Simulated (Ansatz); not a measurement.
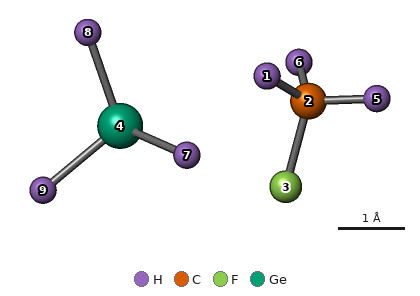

**Figure 1.** The structure as given in the input (ball-and-stick view, seen at a tilt; atoms are numbered from 1 in the order of the input). Sticks mark near contacts.

**Run report: CH₆FGe, nudged elastic band**

CH₆FGe, multiplicity 2, computed with UKS PBE0-D4/def2-mTZVP (Ansatz 0.2.0).

It belongs to a series of runs on one base structure; here: band between the two ends. Figures and captions count atoms from 1; the log counts them from 0 in places.

Input file:
```yaml
crystal:
  periodic: [false, false, false]
  atoms:
    - { symbol: H, position_ang: [-0.681684, 0.695004, -0.652031] }
    - { symbol: C, position_ang: [-0.878458, 0.651891, -1.725781] }
    - { symbol: F, position_ang: [-0.377597, -0.533438, -2.225555] }
    - { symbol: Ge, position_ang: [0.876356, -0.723734, 1.885225] }
    - { symbol: H, position_ang: [-0.386301, 1.487771, -2.22714] }
    - { symbol: H, position_ang: [-1.954454, 0.690578, -1.907355] }
    - { symbol: H, position_ang: [2.22361, -0.016117, 1.64105] }
    - { symbol: H, position_ang: [0.094825, -0.032948, 3.021372] }
    - { symbol: H, position_ang: [1.083703, -2.219008, 2.190215] }
magnetization:
  spin_polarized: true
  initial_magnetization: 1
basis:
  gaussian: { orbitals: def2-mTZVP }
hamiltonian:
  xc: pbe0
  dispersion: d4
neb:
  order_check: false
  images: 5
  f_tol: 0.05
  max_iterations: 59
  final_atoms:
    - { symbol: H, position_ang: [0.01562616, -0.18698899, 0.42693411] }
    - { symbol: C, position_ang: [-1.03512794, 0.73466105, -2.24813516] }
    - { symbol: F, position_ang: [-0.50821145, -0.47402638, -2.46324168] }
    - { symbol: Ge, position_ang: [0.77087827, -0.50736102, 1.72389977] }
    - { symbol: H, position_ang: [-0.31420218, 1.53784266, -2.16176947] }
    - { symbol: H, position_ang: [-1.99788986, 0.73117992, -1.7524537] }
    - { symbol: H, position_ang: [2.18010461, 0.09977288, 1.65879508] }
    - { symbol: H, position_ang: [0.01402572, 0.09386078, 2.91791853] }
    - { symbol: H, position_ang: [0.87479667, -2.0289419, 1.89805251] }
  initial_path:
    images:
      - { positions_ang: [[-0.681684, 0.695004, -0.652031], [-0.878458, 0.651891, -1.725781], [-0.377597, -0.533438, -2.225555], [0.876356, -0.723734, 1.885225], [-0.386301, 1.487771, -2.22714], [-1.954454, 0.690578, -1.907355], [2.22361, -0.016117, 1.64105], [0.094825, -0.032948, 3.021372], [1.083703, -2.219008, 2.190215]] }
      - { positions_ang: [[-0.5406519, 0.50164309, -0.52147694], [-0.83093919, 0.60862281, -1.64997052], [-0.40650919, -0.52413518, -2.26247722], [0.79226917, -0.65549631, 1.72730961], [-0.31900303, 1.45998476, -2.08659372], [-1.90617165, 0.68168233, -1.74570331], [2.1488106, 0.03576736, 1.56961423], [0.03839318, 0.01842537, 2.88270159], [1.02380203, -2.12649523, 2.08659628]] }
      - { positions_ang: [[-0.39961981, 0.30828219, -0.39092287], [-0.78342038, 0.56535462, -1.57416003], [-0.43542139, -0.51483236, -2.29939944], [0.70818233, -0.58725863, 1.56939422], [-0.25170507, 1.43219851, -1.94604745], [-1.85788931, 0.67278665, -1.58405161], [2.0740112, 0.08765172, 1.49817846], [-0.01803864, 0.06979874, 2.74403117], [0.96390107, -2.03398245, 1.98297756]] }
      - { positions_ang: [[-0.25858771, 0.11492128, -0.26036881], [-0.73590158, 0.52208643, -1.49834955], [-0.46433358, -0.50552954, -2.33632166], [0.6240955, -0.51902094, 1.41147883], [-0.1844071, 1.40441227, -1.80550117], [-1.80960696, 0.66389098, -1.42239992], [1.99921179, 0.13953609, 1.42674268], [-0.07447046, 0.12117211, 2.60536076], [0.9040001, -1.94146968, 1.87935884]] }
      - { positions_ang: [[-0.16718309, 0.01428452, -0.03126784], [-0.8356437, 0.59294463, -1.74827809], [-0.47895954, -0.49502849, -2.37862833], [0.67302309, -0.5151343, 1.51561914], [-0.22767213, 1.44888907, -1.92425727], [-1.87236793, 0.68632063, -1.53241784], [2.0595094, 0.12628168, 1.50409348], [-0.04497173, 0.11206834, 2.70954668], [0.89426562, -1.97062708, 1.88559006]] }
      - { positions_ang: [[-0.07577846, -0.08635223, 0.19783314], [-0.93538582, 0.66380284, -1.99820662], [-0.4935855, -0.48452744, -2.42093501], [0.72195068, -0.51124766, 1.61975946], [-0.27093715, 1.49336587, -2.04301337], [-1.93512889, 0.70875027, -1.64243577], [2.119807, 0.11302728, 1.58144428], [-0.01547301, 0.10296456, 2.81373261], [0.88453114, -1.99978449, 1.89182129]] }
      - { positions_ang: [[0.01562616, -0.18698899, 0.42693411], [-1.03512794, 0.73466105, -2.24813516], [-0.50821145, -0.47402638, -2.46324168], [0.77087827, -0.50736102, 1.72389977], [-0.31420218, 1.53784266, -2.16176947], [-1.99788986, 0.73117992, -1.7524537], [2.18010461, 0.09977288, 1.65879508], [0.01402572, 0.09386078, 2.91791853], [0.87479667, -2.0289419, 1.89805251]] }
```

Machine: 2 threads of Intel Xeon @ 2.50GHz (Skylake/Cascade Lake), 128 GiB of memory available, shared host.

Command:
```bash
ansatz run input.yaml --threads 2 --pin off --max-ram 3072MiB --backend cpu --events-out ev --progress --plain --runs-dir out
```

Log:
```
Engine: ansatz 0.2.0, x86_64-unknown-linux-gnu
Functional definition: PBE0
  parameter a = 0.25
  parameter kappa = 0.804
  parameter beta = 0.06672455060314922
  exchange = (1 - a)*pbe_x(kappa = kappa, mu = beta*pi^2/3) + a*exact_x
  correlation = pbe_c(beta = beta)
933 factors; integrals over basis functions are off by at most 5.8e-4 eV
mean field evaluation 1: about -60355.8710 eV, gradient 2.4e1 eV
mean field evaluation 2: about -60356.0893 eV, gradient 2.4e1 eV
mean field evaluation 4: about -60358.0867 eV, gradient 1.3e0 eV
mean field evaluation 8: about -60358.1324 eV, gradient 4.4e-2 eV
mean field evaluation 16: about -60358.1324 eV, gradient 2.0e-5 eV
mean field -60358.13236036 eV, -2218.1204520318 hartree, gradient 2.0e-5 eV, S^2 0.751693; 0 other end points of the search recorded, 0 dependent functions left out
the calculation of the forces begins
reference -60358.13239412 eV, -2218.1204532724 hartree; 27, 26 occupied and 65, 66 virtual orbitals, 933 factors
932 factors; integrals over basis functions are off by at most 8.3e-4 eV
mean field evaluation 32: about -60357.3400 eV, gradient 2.8e-5 eV
mean field -60357.34000536 eV, -2218.0913335227 hartree, gradient 2.8e-5 eV, S^2 0.754008; 0 other end points of the search recorded, 0 dependent functions left out
[... from here on the field's lines of each further geometry are left out, up to the last ...]
NEB iter   1: max|band force component| = 3.436e0 eV/Å  barrier→ = 1.3992 eV  barrier← = 0.6053 eV  Δτ_max = 0.2000 Å  (194 SCF iters)
NEB iter   2: max|band force component| = 1.879e0 eV/Å  barrier→ = 0.9640 eV  barrier← = 0.1701 eV  Δτ_max = 0.1435 Å  (164 SCF iters)
NEB iter   3: max|band force component| = 7.685e-1 eV/Å  barrier→ = 0.8935 eV  barrier← = 0.0996 eV  Δτ_max = 0.0798 Å  (157 SCF iters)
NEB iter   4: max|band force component| = 3.197e-1 eV/Å  barrier→ = 0.8877 eV  barrier← = 0.0938 eV  CI = image 4  Δτ_max = 0.2000 Å  (156 SCF iters)
NEB iter   5: max|band force component| = 7.738e-1 eV/Å  barrier→ = 0.9297 eV  barrier← = 0.1358 eV  CI = image 4  Δτ_max = 0.0454 Å  (147 SCF iters)
NEB iter   6: max|band force component| = 3.860e-1 eV/Å  barrier→ = 0.9423 eV  barrier← = 0.1484 eV  CI = image 4  Δτ_max = 0.1008 Å  (149 SCF iters)
NEB iter   7: max|band force component| = 7.682e-1 eV/Å  barrier→ = 0.9667 eV  barrier← = 0.1728 eV  CI = image 4  Δτ_max = 0.0499 Å  (142 SCF iters)
NEB iter   8: max|band force component| = 1.231e-1 eV/Å  barrier→ = 0.9704 eV  barrier← = 0.1765 eV  CI = image 4  Δτ_max = 0.0998 Å  (146 SCF iters)
NEB iter   9: max|band force component| = 1.121e-1 eV/Å  barrier→ = 0.9673 eV  barrier← = 0.1734 eV  CI = image 4  Δτ_max = 0.0998 Å  (154 SCF iters)
NEB iter  10: max|band force component| = 1.507e-1 eV/Å  barrier→ = 0.9662 eV  barrier← = 0.1723 eV  CI = image 4  Δτ_max = 0.0505 Å  (155 SCF iters)
NEB iter  11: max|band force component| = 8.382e-2 eV/Å  barrier→ = 0.9652 eV  barrier← = 0.1713 eV  CI = image 4  Δτ_max = 0.0468 Å  (152 SCF iters)
the calculation of the forces begins
reference -60357.30235089 eV, -2218.0899497462 hartree; 27, 26 occupied and 65, 66 virtual orbitals, 933 factors
933 factors; integrals over basis functions are off by at most 6.0e-4 eV
mean field evaluation 576: about -60357.1491 eV, gradient 1.7e-4 eV
mean field -60357.14909951 eV, -2218.0843178621 hartree, gradient 1.6e-5 eV, S^2 0.757457; 1 other end points of the search recorded, 0 dependent functions left out
the calculation of the forces begins
reference -60357.14913067 eV, -2218.0843190070 hartree; 27, 26 occupied and 65, 66 virtual orbitals, 933 factors
NEB iter  12: max|band force component| = 4.201e-2 eV/Å  barrier→ = 0.9651 eV  barrier← = 0.1712 eV  CI = image 4  Δτ_max = 0.0000 Å  (273 SCF iters)
```

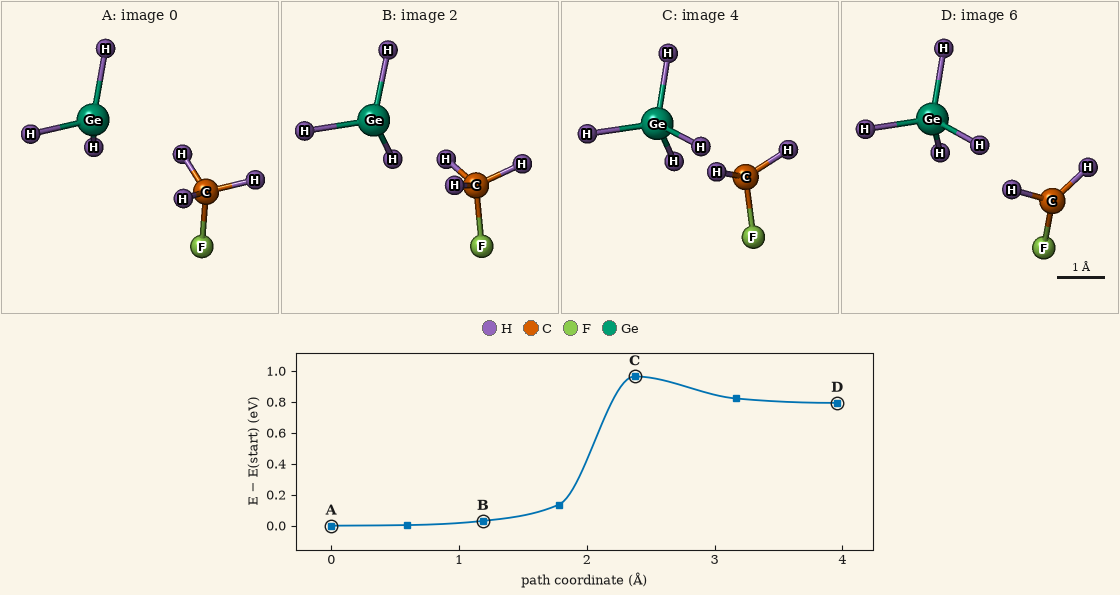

**Figure 2.** Images of the last band (counted from 0; ball-and-stick, seen at a tilt) above the energy along the path; the line is a cubic interpolation that uses the forces. The highest image is number 4, 0.965 eV above the start and 0.171 eV above the end (the climbing image); the end lies 0.794 eV above the start. The path is 3.96 Å long. The band converged in 12 iterations.

```
Total energy: -60357.23980522 eV, -2218.0876512353 hartree
Atom 0 at    -0.069615     0.128884    -0.018615 Å, force     0.004473    -0.001186     0.010862 eV/Å
Atom 1 at    -0.729873     0.475185    -1.502876 Å, force    -0.004718     0.005317     0.023809 eV/Å
Atom 2 at    -0.392748    -0.578260    -2.267189 Å, force     0.016599    -0.026894    -0.022528 eV/Å
Atom 3 at     0.633152    -0.365447     1.379995 Å, force    -0.006310     0.001148    -0.003778 eV/Å
Atom 4 at    -0.213219     1.387775    -1.785133 Å, force    -0.004822     0.008248    -0.003253 eV/Å
Atom 5 at    -1.792934     0.517428    -1.284946 Å, force    -0.006240     0.013391    -0.000039 eV/Å
Atom 6 at     2.087198     0.137596     1.444289 Å, force    -0.002113    -0.000249    -0.003241 eV/Å
Atom 7 at    -0.145499     0.199478     2.583579 Å, force     0.003060     0.000051    -0.001401 eV/Å
Atom 8 at     0.623539    -1.902639     1.450895 Å, force     0.000070     0.000175    -0.000431 eV/Å
Dipole moment:    -0.150430     0.280088     0.010604 e Å
this run last wrote the band of iteration 12 to [file]
```

The last band as extended XYZ (Å, eV, eV/Å):
```
9
Properties=species:S:1:pos:R:3:forces:R:3 image=0 energy=-60358.20490
H    -0.6817    0.6950   -0.6520   -0.0053   0.0093   0.0022
C    -0.8785    0.6519   -1.7258    0.0087  -0.0196  -0.0109
F    -0.3776   -0.5334   -2.2256    0.0008   0.0055   0.0075
Ge    0.8764   -0.7237    1.8852   -0.0035   0.0016  -0.0017
H    -0.3863    1.4878   -2.2271   -0.0016   0.0033   0.0017
H    -1.9545    0.6906   -1.9074   -0.0010   0.0023   0.0015
H     2.2236   -0.0161    1.6410    0.0001   0.0002  -0.0026
H     0.0948   -0.0329    3.0214    0.0029  -0.0012   0.0048
H     1.0837   -2.2190    2.1902   -0.0011  -0.0012  -0.0026
9
Properties=species:S:1:pos:R:3:forces:R:3 image=1 energy=-60358.20101
H    -0.4358    0.5182   -0.7055   -0.0197   0.0184  -0.0034
C    -0.8410    0.5936   -1.7181   -0.0264  -0.0159   0.0083
F    -0.4413   -0.5108   -2.4426    0.0209   0.0059  -0.0182
Ge    0.8485   -0.5933    1.8972    0.0047   0.0047   0.0067
H    -0.4660    1.4989   -2.2004    0.0044  -0.0152  -0.0145
H    -1.9324    0.6171   -1.6792    0.0097   0.0156   0.0087
H     2.2647   -0.0017    1.7619    0.0022  -0.0052   0.0013
H     0.1147    0.0082    3.1118    0.0017  -0.0046   0.0080
H     0.8885   -2.1302    1.9748    0.0025  -0.0037   0.0031
9
Properties=species:S:1:pos:R:3:forces:R:3 image=2 energy=-60358.17415
H    -0.3785    0.4082   -0.5717   -0.0177   0.0200  -0.0190
C    -0.7866    0.5251   -1.5804   -0.0367  -0.0145  -0.0437
F    -0.4245   -0.5696   -2.3387    0.0108   0.0221   0.0009
Ge    0.8179   -0.4857    1.7248    0.0095  -0.0129   0.0265
H    -0.3830    1.4319   -2.0350   -0.0035  -0.0009  -0.0349
H    -1.8758    0.5812   -1.5299   -0.0116   0.0153  -0.0154
H     2.2654    0.0376    1.7341    0.0170  -0.0098   0.0298
H    -0.0007    0.0943    2.8938    0.0192  -0.0116   0.0316
H     0.7658   -2.0231    1.7029    0.0129  -0.0078   0.0242
9
Properties=species:S:1:pos:R:3:forces:R:3 image=3 energy=-60358.06915
H    -0.2787    0.2620   -0.4436   -0.1512   0.0928  -0.3029
C    -0.7132    0.4624   -1.4433    0.0133  -0.0091   0.0405
F    -0.3996   -0.5855   -2.2810    0.0010   0.0064  -0.0115
Ge    0.7296   -0.4195    1.5625    0.0644  -0.0439   0.1350
H    -0.2857    1.3868   -1.8376   -0.0409   0.0030  -0.0424
H    -1.7983    0.5426   -1.3505   -0.0050   0.0288  -0.0468
H     2.1658    0.1263    1.5394    0.0543  -0.0191   0.0721
H    -0.1025    0.1792    2.7085    0.0310  -0.0194   0.0900
H     0.6826   -1.9544    1.5455    0.0332  -0.0396   0.0660
9
Properties=species:S:1:pos:R:3:forces:R:3 image=4 energy=-60357.23977
H    -0.0696    0.1289   -0.0186    0.0045  -0.0012   0.0109
C    -0.7299    0.4752   -1.5029   -0.0047   0.0053   0.0238
F    -0.3927   -0.5783   -2.2672    0.0166  -0.0269  -0.0225
Ge    0.6332   -0.3654    1.3800   -0.0063   0.0011  -0.0038
H    -0.2132    1.3878   -1.7851   -0.0048   0.0082  -0.0033
H    -1.7929    0.5174   -1.2849   -0.0062   0.0134   0.0000
H     2.0872    0.1376    1.4443   -0.0021  -0.0002  -0.0032
H    -0.1455    0.1995    2.5836    0.0031   0.0001  -0.0014
H     0.6235   -1.9026    1.4509    0.0001   0.0002  -0.0004
9
Properties=species:S:1:pos:R:3:forces:R:3 image=5 energy=-60357.38249
H     0.0745    0.0946    0.2689    0.0084   0.0012   0.0273
C    -0.8905    0.5882   -1.8312   -0.0126  -0.0310  -0.0495
F    -0.4424   -0.5374   -2.3945    0.0046   0.0027  -0.0099
Ge    0.7182   -0.4223    1.5656    0.0105  -0.0100   0.0292
H    -0.3200    1.4768   -2.0614   -0.0245   0.0221  -0.0240
H    -1.9331    0.5748   -1.5468   -0.0149   0.0340  -0.0228
H     2.1770    0.0533    1.6403    0.0086  -0.0059   0.0161
H    -0.0595    0.1292    2.7710    0.0134  -0.0088   0.0204
H     0.6758   -1.9572    1.5882    0.0065  -0.0044   0.0131
9
Properties=species:S:1:pos:R:3:forces:R:3 image=6 energy=-60357.41098
H     0.0156   -0.1870    0.4269   -0.0006  -0.0002   0.0013
C    -1.0351    0.7347   -2.2481   -0.0084   0.0165   0.0185
F    -0.5082   -0.4740   -2.4632   -0.0043   0.0111   0.0032
Ge    0.7709   -0.5074    1.7239    0.0000   0.0005   0.0002
H    -0.3142    1.5378   -2.1618   -0.0154  -0.0228  -0.0051
H    -1.9979    0.7312   -1.7525    0.0284  -0.0045  -0.0175
H     2.1801    0.0998    1.6588   -0.0001   0.0000  -0.0008
H     0.0140    0.0939    2.9179    0.0006  -0.0003   0.0007
H     0.8748   -2.0289    1.8981   -0.0002  -0.0002  -0.0006
```

Key numbers:

- outcome: converged
- barrier, forward: 0.965 eV
- barrier, backward: 0.171 eV
- wall time: 3.5 min (CPU time 6.7 min)
- peak memory: 0.27 GiB

Notes:

The order of the saddle point was not checked.
